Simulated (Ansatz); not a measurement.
**How fast states decay through AsPbBrO2**

A new crystal, AsPbBrO2: structure, gap and complex bands. It is built by putting As for Bi in the BiPbBrO2 structure of space group I4mm, with the volume rescaled by atomic radii. The parent structure comes from the Materials Project.

Main program and level: Ansatz 0.2.0; PBE DFT, plane waves, PAW files, in the first sound run; inputs show where later runs differ.

The structure was built from a prototype and need not be the compound's stable phase.

**1. The starting structure**

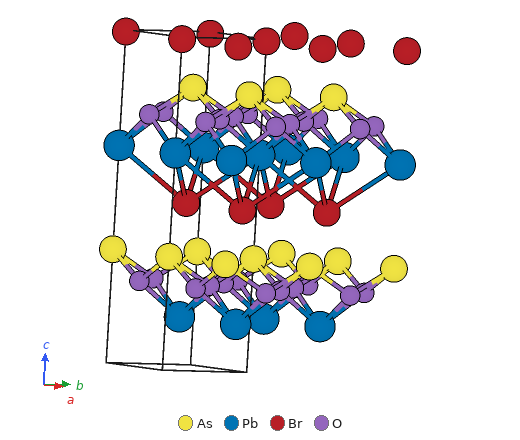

The cell as given, slightly off an axis (arsenic yellow, lead blue, bromine red, oxygen purple). 2×2×1 cells are drawn. This picture shows the conventional cell, with its axes. Bonds to atoms that aren't drawn are left out. Some periodic images of atoms are drawn too.

**2. Cell and atoms at rest**

The substituted atoms don't fit the parent's cell, so cell and atoms relax together. A small smearing keeps the run stable in case the gap closes on the way.

Contents of input.yaml:

```yaml
crystal:
  lattice:
    - [-1.935460994, 1.935460994, 6.3679477872]
    - [1.935460994, -1.935460994, 6.3679477872]
    - [1.935460994, 1.935460994, -6.3679477872]
  atoms:
    - { symbol: As, position: [0.340433, 0.340433, 0.0] }
    - { symbol: Pb, position: [0.652174, 0.652174, 0.0] }
    - { symbol: Br, position: [0.99405, 0.99405, 0.0] }
    - { symbol: O, position: [0.756671, 0.256671, 0.5] }
    - { symbol: O, position: [0.256671, 0.756671, 0.5] }
kpoints:
  mp_grid: { grid: [8, 8, 8] }
scf:
  occupations: { method: gaussian, width: 0.03 }
hamiltonian:
  xc: pbe
output:
  forces: true
  stress: true
relax:
  f_tol: 0.02
  max_steps: 60
  cell: {}
```

Run with:

```sh
> ansatz run input.yaml --threads 2 --pin off --max-ram 4096MiB --backend cpu --events-out ev --progress --plain --runs-dir out
```

Numbers of over 12 decimals in the logs are rounded to 6 here.

The program printed:

```text
basis.fft_grid_basis auto: the FFT boxes are laid along the combinations [[1, 0, 1], [0, 1, 1], [0, 0, 1]] of the cell's own vectors, 3.871, 3.871 and 6.931 Å long. The dense box has 27×27×48 points. Along the cell's own vectors, as sized, it would have 48×48×48, 3.16 times as many. Of the 8 symmetry operations that the crystal satisfies within crystal.symmetry.tolerance (time reversal apart; of a slab, those that ke [...]
Engine: ansatz 0.2.0, aarch64-unknown-linux-gnu
Pseudopotentials: kind: paw
Pseudopotential: As, paw, valence charge 15, recommended cutoff 420 eV (normal), As.paw.azcp
Pseudopotential: Pb, paw, valence charge 14, recommended cutoff 420 eV (normal), Pb.paw.azcp
Pseudopotential: Br, paw, valence charge 7, recommended cutoff 420 eV (normal), Br.paw.azcp
Pseudopotential: O, paw, valence charge 6, recommended cutoff 420 eV (normal), O.paw.azcp
Functional definition: PBE
  parameter kappa = 0.804
  parameter beta = 0.066725
  exchange = pbe_x(kappa = kappa, mu = beta*pi^2/3)
  correlation = pbe_c(beta = beta)
Crystal: 5 atoms, lattice volume = 95.418 Å³
Basis set: ecut = 420 eV, 1913 PW (Γ), FFT grids on a1+a3, a2+a3, a3, exchange–correlation on 54×54×96 points (8 copies of the dense FFT grid, shifted against one another)
Bands: 29, of which v1, the nominal top of the filled ones, is band 24 counted from 1 (23 counted from 0)
Symmetry: 8 space group operations
Space group: I4mm (ITA 107), of the structure as read, at distance tolerance 4.6e-5 Å
k-points: 59 of 512 (time reversal used)
Non-local potential: As, projectors of the file, l = 0: 2, l = 1: 2, l = 2: 3, l = 3: 1
Non-local potential: Pb, projectors of the file, l = 0: 2, l = 1: 2, l = 2: 2, l = 3: 2
Non-local potential: Br, projectors of the file, l = 0: 2, l = 1: 2, l = 2: 2
Non-local potential: O, projectors of the file, l = 0: 2, l = 1: 2, l = 2: 1
PAW form: soft (Blöchl's): semilocal exchange-correlation on the pseudo side does not see the compensation charge
PAW one-centre angular grid: As, 590 points (default); XC on 64 Gauss nodes
PAW one-centre angular grid: Pb, 590 points (default); XC on 64 Gauss nodes
PAW one-centre angular grid: Br, 110 points (default); XC on 64 Gauss nodes
PAW one-centre angular grid: O, 110 points (default); XC on 64 Gauss nodes
Initial density: superposition of atomic densities (neutral atoms: chi_scale 0, normalization atom), corrected by the library's trained network
Initial wavefunctions: pseudopotential atomic-orbital guess
Functional: x = pbe(κ = 0.804, μ = 0.219515), c = pbe(β = 0.066725)
SCF iter   1: F=—  HF=-20679.778482 eV  |F-HF|=—  |Δ(HF+E_count)|=         —  Δρ=2.43e-3  dr2=7.19e-3  ethr=1.77e-3  ⟨swp⟩=7.0  Hψ=8126  notcnv=0
preconditioner: auto → Resta (q_TF=auto, 2.433 Å⁻¹)  ε∞=4.4  [insulator: Δε(μ)=0.823 eV  Ē_g=12.640 eV  σ=0.030 eV  W_gap=1.00  n_scr=24 (ndim 8)  ℏωp=23.4 eV  f_vac=0.001  D(μ)=0.00/eV (n_scr^D=0)  ε∞_Penn≈4.4]
SCF iter   2: F=—  HF=-20679.777546 eV  |F-HF|=—  |Δ(HF+E_count)|=   9.36e-4  Δρ=1.39e-3  dr2=2.51e-3  ethr=1.50e-5  ⟨swp⟩=2.0  Hψ=3012  notcnv=0  defer=47
SCF iter   3: F=—  HF=-20679.777436 eV  |F-HF|=—  |Δ(HF+E_count)|=   1.09e-4  Δρ=2.63e-4  dr2=1.36e-4  ethr=5.22e-6  ⟨swp⟩=2.0  Hψ=2414  notcnv=0  defer=47
SCF iter   4: F=—  HF=-20679.777459 eV  |F-HF|=—  |Δ(HF+E_count)|=   2.25e-5  Δρ=8.57e-5  dr2=8.23e-6  ethr=2.83e-7  ⟨swp⟩=2.2  Hψ=2391  notcnv=0  defer=47
SCF iter   5: F=—  HF=-20679.777456 eV  |F-HF|=—  |Δ(HF+E_count)|=   2.87e-6  Δρ=2.27e-5  dr2=5.56e-7  ethr=1.71e-8  ⟨swp⟩=2.6  Hψ=3143  notcnv=0  defer=47
SCF iter   6: F=—  HF=-20679.777456 eV  |F-HF|=—  |Δ(HF+E_count)|=   5.08e-7  Δρ=6.08e-6  dr2=5.01e-8  ethr=2.08e-10  ⟨swp⟩=5.7  Hψ=6941  notcnv=0
SCF iter   7: F=-20679.777456 eV  HF=-20679.777456 eV  |F-HF|=5.01e-9  |Δ(HF+E_count)|=   1.30e-8  Δρ=2.89e-6  dr2=7.71e-9  ethr=1.04e-10  ⟨swp⟩=4.3  Hψ=5698  notcnv=0
SCF 1 converged in 7 iterations: F = -20679.777456 eV  dr2 = 7.71e-9
  greatest PAW one-centre occupation: 1.000 electrons in one spin orbital (limit 2), on the As atom at site 0 (counted from 0), in its partial waves of l = 2
relax step   1: F+E_penalty+E_count = -20679.77745648 eV  Δ(F+E_penalty+E_count) = +0.000e0 eV  max|allowed force component| = 2.081e0 eV/Å  Δτ_max = 0.0000 Å  P = -2.395 GPa  Ω = 95.418 Å³  (7 SCF iters, dr2 threshold 1.00e-7 eV, accepted)
Crystal: 5 atoms, lattice volume = 95.480 Å³
Basis set: ecut = 420 eV, 1873 PW (Γ), FFT grids on a1+a3, a2+a3, a3, exchange–correlation on 54×54×96 points (8 copies of the dense FFT grid, shifted against one another)
Initial density: handed on by an earlier stage of this run
Initial wavefunctions: those handed on with the density
iter 1 solved again at ethr=1.59e-4 eV; its pass at ethr=3.10e-3 eV (dr2=7.63e-2 eV) is discarded
SCF iter   1: F=—  HF=-20680.135681 eV  |F-HF|=—  |Δ(HF+E_count)|=         —  Δρ=1.13e-2  dr2=8.46e-2  ethr=1.59e-4  ⟨swp⟩=1.8  Hψ=10139  notcnv=0
preconditioner: auto → Resta (q_TF=auto, 2.433 Å⁻¹)  ε∞=4.3  [insulator: Δε(μ)=0.956 eV  Ē_g=12.891 eV  σ=0.030 eV  W_gap=1.00  n_scr=24 (ndim 8)  ℏωp=23.4 eV  f_vac=0.006  D(μ)=0.00/eV (n_scr^D=0)  ε∞_Penn≈4.3]
SCF iter   2: F=—  HF=-20680.123046 eV  |F-HF|=—  |Δ(HF+E_count)|=   1.26e-2  Δρ=5.20e-3  dr2=1.77e-2  ethr=1.59e-4  ⟨swp⟩=2.3  Hψ=2457  notcnv=0
SCF iter   3: F=—  HF=-20680.120565 eV  |F-HF|=—  |Δ(HF+E_count)|=   2.48e-3  Δρ=8.43e-4  dr2=6.13e-4  ethr=3.68e-5  ⟨swp⟩=2.4  Hψ=2618  notcnv=0
SCF iter   4: F=—  HF=-20680.120507 eV  |F-HF|=—  |Δ(HF+E_count)|=   5.78e-5  Δρ=2.57e-4  dr2=5.27e-5  ethr=1.28e-6  ⟨swp⟩=2.0  Hψ=3181  notcnv=0
SCF iter   5: F=—  HF=-20680.120497 eV  |F-HF|=—  |Δ(HF+E_count)|=   9.99e-6  Δρ=1.13e-4  dr2=7.62e-6  ethr=1.10e-7  ⟨swp⟩=2.0  Hψ=3038  notcnv=0
SCF iter   6: F=-20680.120503 eV  HF=-20680.120503 eV  |F-HF|=2.61e-7  |Δ(HF+E_count)|=   5.56e-6  Δρ=1.78e-5  dr2=2.87e-7  ethr=1.04e-9  ⟨swp⟩=4.3  Hψ=7673  notcnv=0
SCF 2 converged in 6 iterations: F = -20680.120503 eV  dr2 = 2.87e-7
relax step   2: F+E_penalty+E_count = -20680.12050300 eV  Δ(F+E_penalty+E_count) = -3.430e-1 eV  max|allowed force component| = 5.006e-1 eV/Å  Δτ_max = 0.1708 Å  P = -2.280 GPa  Ω = 95.480 Å³  energy of the carried Pulay correction = -1.019e-4 eV  (6 SCF iters, dr2 threshold 5.00e-7 eV, accepted)
Crystal: 5 atoms, lattice volume = 92.596 Å³
Basis set: ecut = 420 eV, 1825 PW (Γ), FFT grids on a1+a3, a2+a3, a3, exchange–correlation on 54×54×96 points (8 copies of the dense FFT grid, shifted against one another)
iter 1 solved again at ethr=3.37e-5 eV; its pass at ethr=3.10e-3 eV (dr2=1.62e-2 eV) is discarded
SCF iter   1: F=—  HF=-20680.216193 eV  |F-HF|=—  |Δ(HF+E_count)|=         —  Δρ=4.66e-3  dr2=1.64e-2  ethr=3.37e-5  ⟨swp⟩=2.1  Hψ=10625  notcnv=0
preconditioner: auto → Resta (q_TF=auto, 2.445 Å⁻¹)  ε∞=4.2  [insulator: Δε(μ)=1.040 eV  Ē_g=13.219 eV  σ=0.030 eV  W_gap=1.00  n_scr=24 (ndim 8)  ℏωp=23.8 eV  f_vac=0.002  D(μ)=0.00/eV (n_scr^D=0)  ε∞_Penn≈4.2]
SCF iter   2: F=—  HF=-20680.213145 eV  |F-HF|=—  |Δ(HF+E_count)|=   3.05e-3  Δρ=2.34e-3  dr2=4.62e-3  ethr=3.37e-5  ⟨swp⟩=2.9  Hψ=3025  notcnv=0
SCF iter   3: F=—  HF=-20680.212442 eV  |F-HF|=—  |Δ(HF+E_count)|=   7.03e-4  Δρ=4.10e-4  dr2=1.92e-4  ethr=9.62e-6  ⟨swp⟩=2.1  Hψ=2440  notcnv=0
SCF iter   4: F=—  HF=-20680.212436 eV  |F-HF|=—  |Δ(HF+E_count)|=   6.48e-6  Δρ=1.50e-4  dr2=2.51e-5  ethr=4.00e-7  ⟨swp⟩=2.0  Hψ=3067  notcnv=0
SCF iter   5: F=—  HF=-20680.212440 eV  |F-HF|=—  |Δ(HF+E_count)|=   4.51e-6  Δρ=6.81e-5  dr2=3.55e-6  ethr=5.22e-8  ⟨swp⟩=2.0  Hψ=3091  notcnv=0
SCF iter   6: F=-20680.212444 eV  HF=-20680.212444 eV  |F-HF|=1.64e-7  |Δ(HF+E_count)|=   3.97e-6  Δρ=1.12e-5  dr2=1.35e-7  ethr=1.04e-9  ⟨swp⟩=4.0  Hψ=7491  notcnv=0
SCF 3 converged in 6 iterations: F = -20680.212444 eV  dr2 = 1.35e-7
relax step   3: F+E_penalty+E_count = -20680.21244423 eV  Δ(F+E_penalty+E_count) = -9.194e-2 eV  max|allowed force component| = 3.852e-1 eV/Å  Δτ_max = 0.0889 Å  P = +1.005 GPa  Ω = 92.596 Å³  energy of the carried Pulay correction = +4.667e-3 eV  (6 SCF iters, dr2 threshold 5.00e-7 eV, accepted)
[... from here on, the SCF cycles and remarks between the steps are left out ...]
relax step   4: F+E_penalty+E_count = -20680.25524590 eV  Δ(F+E_penalty+E_count) = -4.280e-2 eV  max|allowed force component| = 1.874e-1 eV/Å  Δτ_max = 0.1140 Å  P = +1.198 GPa  Ω = 92.345 Å³  energy of the carried Pulay correction = +5.091e-3 eV  (6 SCF iters, dr2 threshold 5.00e-7 eV, accepted)
relax step   5: F+E_penalty+E_count = -20680.27889793 eV  Δ(F+E_penalty+E_count) = -2.365e-2 eV  max|allowed force component| = 5.871e-2 eV/Å  Δτ_max = 0.1387 Å  P = +0.556 GPa  Ω = 94.990 Å³  energy of the carried Pulay correction = +6.984e-4 eV  (6 SCF iters, dr2 threshold 5.00e-7 eV, accepted)
relax step   6: F+E_penalty+E_count = -20680.27849359 eV  Δ(F+E_penalty+E_count) = +4.043e-4 eV  max|allowed force component| = 2.260e-2 eV/Å  Δτ_max = 0.0101 Å  P = -0.133 GPa  Ω = 95.943 Å³  energy of the carried Pulay correction = -8.542e-4 eV  (6 SCF iters, dr2 threshold 5.00e-7 eV, accepted)
relax step   7: F+E_penalty+E_count = -20680.27889883 eV  Δ(F+E_penalty+E_count) = -4.052e-4 eV  max|allowed force component| = 7.241e-3 eV/Å  Δτ_max = 0.0068 Å  P = -0.017 GPa  Ω = 95.814 Å³  energy of the carried Pulay correction = -6.449e-4 eV  (6 SCF iters, dr2 threshold 7.00e-8 eV, accepted)
relax step   8: F+E_penalty+E_count = -20680.28347149 eV  Δ(F+E_penalty+E_count) = -4.573e-3 eV  max|allowed force component| = 8.101e-3 eV/Å  Δτ_max = 0.0000 Å  P = +0.051 GPa  Ω = 95.814 Å³  stress off target by 2.69e-1 GPa  SCF on the basis re-selected at this cell (its energy is not comparable with the rows above)  (6 SCF iters)
relax step   9: F+E_penalty+E_count = -20680.28341874 eV  Δ(F+E_penalty+E_count) = +5.275e-5 eV  max|allowed force component| = 5.818e-3 eV/Å  Δτ_max = 0.0113 Å  P = +0.034 GPa  Ω = 96.304 Å³  energy of the carried Pulay correction = -8.340e-4 eV  (4 SCF iters, dr2 threshold 1.81e-7 eV, accepted)
relax step  10: F+E_penalty+E_count = -20680.28314148 eV  Δ(F+E_penalty+E_count) = +2.773e-4 eV  max|allowed force component| = 6.512e-3 eV/Å  Δτ_max = 0.0035 Å  P = -0.008 GPa  Ω = 96.482 Å³  energy of the carried Pulay correction = -1.143e-3 eV  (6 SCF iters, dr2 threshold 8.83e-9 eV, accepted)
iter 1 solved again at ethr=2.75e-8 eV; its pass at ethr=3.10e-3 eV (dr2=1.32e-5 eV) is discarded
SCF iter   1: F=—  HF=-20680.284335 eV  |F-HF|=—  |Δ(HF+E_count)|=         —  Δρ=7.80e-5  dr2=4.98e-7  ethr=2.75e-8  ⟨swp⟩=5.0  Hψ=13499  notcnv=0
preconditioner: auto → Resta (q_TF=auto, 2.429 Å⁻¹)  ε∞=4.1  [insulator: Δε(μ)=0.917 eV  Ē_g=13.204 eV  σ=0.030 eV  W_gap=1.00  n_scr=24 (ndim 8)  ℏωp=23.3 eV  f_vac=0.012  D(μ)=0.00/eV (n_scr^D=0)  ε∞_Penn≈4.1]
SCF iter   2: F=—  HF=-20680.284382 eV  |F-HF|=—  |Δ(HF+E_count)|=   4.73e-5  Δρ=3.93e-5  dr2=1.85e-7  ethr=1.04e-9  ⟨swp⟩=2.0  Hψ=2826  notcnv=0
SCF iter   3: F=—  HF=-20680.284394 eV  |F-HF|=—  |Δ(HF+E_count)|=   1.18e-5  Δρ=1.69e-5  dr2=3.13e-8  ethr=3.86e-10  ⟨swp⟩=2.0  Hψ=2245  notcnv=0
SCF iter   4: F=—  HF=-20680.284396 eV  |F-HF|=—  |Δ(HF+E_count)|=   2.35e-6  Δρ=7.98e-7  dr2=2.62e-10  ethr=6.52e-11  ⟨swp⟩=2.1  Hψ=2830  notcnv=0
SCF iter   5: F=-20680.284396 eV  HF=-20680.284396 eV  |F-HF|=1.82e-11  |Δ(HF+E_count)|=  3.57e-10  Δρ=1.65e-7  dr2=3.55e-11  ethr=1.00e-12  ⟨swp⟩=5.3  Hψ=6791  notcnv=0
SCF 11 converged in 5 iterations: F = -20680.284396 eV  dr2 = 3.55e-11
relax step  11: F+E_penalty+E_count = -20680.28439622 eV  Δ(F+E_penalty+E_count) = -1.255e-3 eV  max|allowed force component| = 6.518e-3 eV/Å  Δτ_max = 0.0000 Å  P = -0.003 GPa  Ω = 96.482 Å³  stress off target by 1.51e-2 GPa  SCF on the basis re-selected at this cell (its energy is not comparable with the rows above)  (5 SCF iters)
basis re-selected at this cell: Δ(F+E_penalty+E_count) = -1.255e-3 eV, ΔP = +0.005 GPa vs the last step (what re-selecting the basis moved, of the pressure what is left beyond the Pulay correction that the steps carried, after the strain that the cell walked since its last selection, with what the two solves' SCF thresholds leave and, on support functions, any second-order correction that the steps lacked; it is no m [...]
SCF converged after 5 iterations
Free energy (F): -20680.284396 eV
Harris-Foulkes:  -20680.284396 eV  (|F-HF|=1.82e-11)
Internal energy: -20680.284396 eV  (E = F + TS)
E sigma→0 (E₀):  -20680.284396 eV
Fermi energy:    7.399253 eV
--- Per-component energies (eV) ---
  E_band       = -360.409226
  E_kinetic    = 868.839955
  E_local      = -4704.728386  (includes V_loc(G=0)·N_el)
  E_nonlocal   = -152.740028
  E_hartree    = 2155.144171
  E_xc         = -711.482872
  E_vxc        = -502.437662  (∫ρ·V_xc dr)
  E_paw        = -14799.746218  (= ΣΔE_a)
  E_vpaw       = -179.636133  (= ΣTr[D̂ρ^β])
  E_aug_tail   = 0.004866  (compensation charges beyond the density's cutoff)
  E_ewald      = -3335.575884
  E_smearing   = -0.000000  (= −TS)
  E_closure    = -0.000000  (closes the sum)
  Σ components = -20680.284396   (vs F -20680.284396, Δ=0.00e0)
--- Forces (eV/Å), atoms counted from 1 ---
  atom   1  As     0.00000000    -0.00000000     0.00489355
  atom   2  Pb     0.00000000    -0.00000000     0.00420821
  atom   3  Br     0.00000000     0.00000000     0.00393554
  atom   4  O     -0.00000000     0.00000000    -0.00651722
  atom   5  O      0.00000000     0.00000000    -0.00651722
  max |Σ_I F_I| component: 2.86e-6 eV/Å
--- Stress (GPa, compression-positive) ---
       -0.011829      -0.000000       0.000000
       -0.000000      -0.011829       0.000000
        0.000000       0.000000       0.015122
  P = ⅓ Tr σ = -0.0028 GPa (-0.028 kbar)
--- Relaxed structure (9 steps of the walk, 9 accepted, 2 SCFs on fresh bases) ---
  F+E_penalty+E_count = -20680.28439622 eV   max|allowed force component| = 6.518e-3 eV/Å   (the final SCF, on the basis selected at the relaxed cell)
  cell:  # Å, volume = 96.4817 Å³
    - [-1.892855, 1.892855, 6.732096]
    - [1.892855, -1.892855, 6.732096]
    - [1.892855, 1.892855, -6.732096]
  atoms:
    - { symbol: As, position: [0.320699, 0.320699, 0] }
    - { symbol: Pb, position: [0.643364, 0.643364, 0] }
    - { symbol: Br, position: [1.008754, 1.008754, 0] }
    - { symbol: O, position: [0.763591, 0.263591, 0.500000] }
    - { symbol: O, position: [0.263591, 0.763591, 0.500000] }
```

The job ended after 65 s (2 threads of Arm Neoverse V2, shared host; peak memory 0.44 GiB; 2.1 min of CPU time).

Step by step:

```
step  energy less that of the first step (eV)  largest force component (eV/Å)  pressure (GPa)  volume (Å³)
   1                                   0.0000                          2.0813           -2.39        95.42
   2                                  -0.3430                          0.5006           -2.28        95.48
   3                                  -0.4350                          0.3852            1.01        92.60
   4                                  -0.4778                          0.1874            1.20        92.34
   5                                  -0.5014                          0.0587            0.56        94.99
   6                                  -0.5010                          0.0226           -0.13        95.94
   7                                  -0.5014                          0.0072           -0.02        95.81
  8*                                  -0.5060                          0.0081            0.05        95.81
   9                                  -0.5060                          0.0058            0.03        96.30
  10                                  -0.5057                          0.0065           -0.01        96.48
 11*                                  -0.5069                          0.0065            0.00        96.48
```

Relaxation steps marked * repeat the geometry before them on a plane-wave basis chosen anew for their cell, so energy and pressure can jump there.

Forces are held to the 8 operations that the run works with; a distortion that breaks them can't arise in this run.

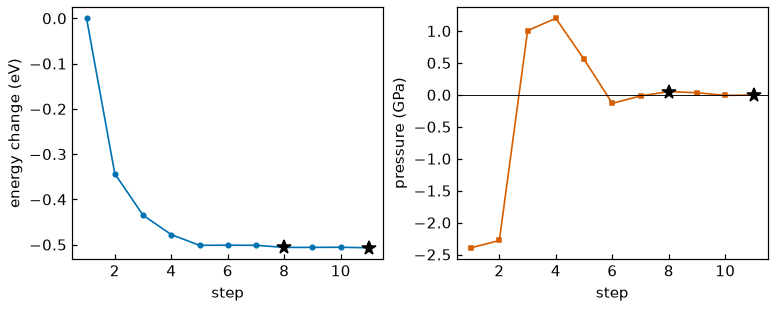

Energy and pressure along the relaxation. Stars mark steps on a basis chosen anew.

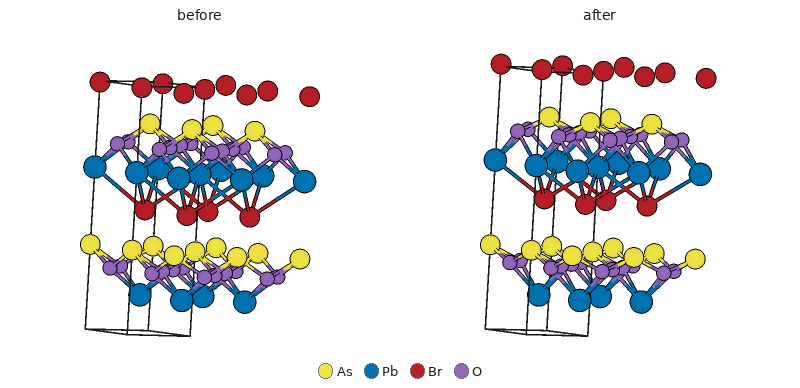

The structure before and after the relaxation, drawn at the same scale. Bonds to atoms that aren't drawn are left out.

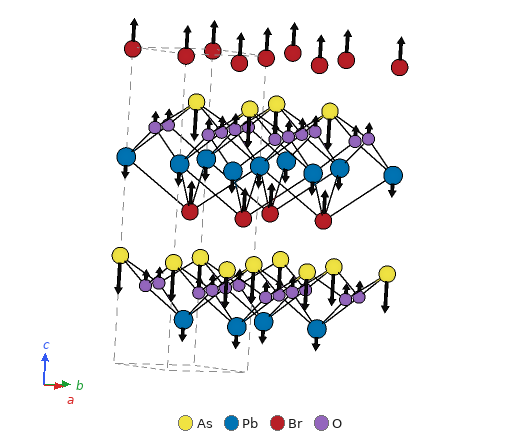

Displacements in the relaxation, exaggerated, measured against the changing cell; the longest in the cell stands for 0.27 Å. Bonds to atoms that aren't drawn are left out. 2×2×1 conventional cells are drawn. Some periodic images of atoms are drawn too.

```
conventional cell, symmetrised  before   after  change
                         a (Å)   3.871   3.786  -2.2 %
                         b (Å)   3.871   3.786  -2.2 %
                         c (Å)  12.736  13.464  +5.7 %
              volume (Å³/atom)   19.08   19.30  +1.1 %
```

The atoms that moved most (Å, as changes of fractional coordinates times the final cell):

| atom | dx | dy | dz | length |
| --- | --- | --- | --- | --- |
| As1 | 0.000 | 0.000 | -0.266 | 0.266 |
| Br3 | 0.000 | 0.000 | 0.198 | 0.198 |
| Pb2 | 0.000 | 0.000 | -0.119 | 0.119 |
| O4 | 0.000 | 0.000 | 0.093 | 0.093 |
| O5 | 0.000 | 0.000 | 0.093 | 0.093 |

The relaxed structure:

```xyz
5
Lattice="-1.8929 1.8929 6.7321 1.8929 -1.8929 6.7321 1.8929 1.8929 -6.7321" Properties=species:S:1:pos:R:3 pbc="T T T"
As    0.0000    0.0000    4.3180
Pb    0.0000    0.0000    8.6624
Br    0.0000    0.0000   13.5821
O     0.0000    1.8929    3.5490
O     1.8929    0.0000    3.5490
```

Numbers from this step:

| Item | Value |
| --- | --- |
| free energy | -20680.2844 eV |
| Fermi energy | 7.399 eV |
| pressure | -0.002845 GPa |

The largest force component on a free atom ends at 0.0065 eV/Å.

[end of part 1 of 4]

[Logs are printed without paths, hosts, clocks, repeated set-up lines and the standing remarks that a program may print on its own settings, such as how far it seeks lower states.]

[Hosts, paths, dates, database ids (printed as entryN), source tags and the programs' standing remarks are cut or masked in the printed files.]

[New means built here by substitution; the compound itself may be known and measured.]
